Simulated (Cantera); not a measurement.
Charge: 1 mol B, 0.24 mol O2, 22 mol N2, equilibrated at 1.33 mbar.

Cantera equilibrium calculation (NASA polynomials, part measured and part estimated; ideal gas, pure solids and liquids). Candidate condensed phases: B, BN, B2O3; 17 gas species. Equilibrium is a limit: real reactors are often held back by kinetics, nucleation or transport.

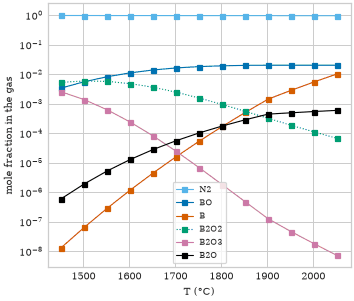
Figure: Equilibrium gas composition (values under 1e-9 drawn at 1e-9)

Problem. Read off the mole fractions at 1952 °C.

Solution. N2 about 0.98, BO about 0.020, B about 0.0029, B2O about 0.00050, B2O2 about 0.00019, B2O3 about 4.7e-8.
